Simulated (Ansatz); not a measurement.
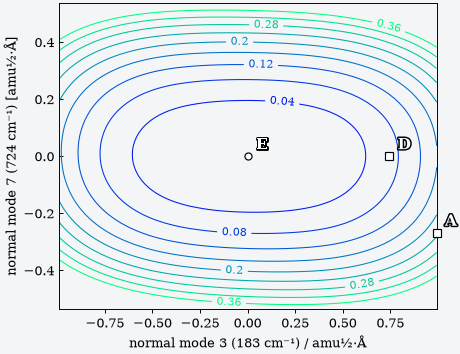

C₂H₄BNS, SMILES SC=C1BN1. 
- The first coordinate is: normal mode 3 (183 cm⁻¹); the second: normal mode 7 (724 cm⁻¹).
- Nothing is relaxed (straight displacements along the two mass-weighted modes).
- Grid: 9 × 9 points.
- Points are written as (first, second).
- Energies are in eV, from the lowest grid point.
- All numbers below come from RKS PBE-D4/def2-TZVP in Ansatz 0.2.0.

In the figure: contour lines labelled in eV (none above 0.36), lettered points. Between grid points the surface is interpolated.

Q: What kind of point is each of D, E: minimum, saddle, maximum or slope?

A: D: on a slope; E: minimum. (In these two coordinates alone; a stationary point may lie a little off the grid point.)

Q: Rank the lettered points by energy, lowest first.

A: E (0.000 eV), D (0.067 eV), A (0.232 eV).
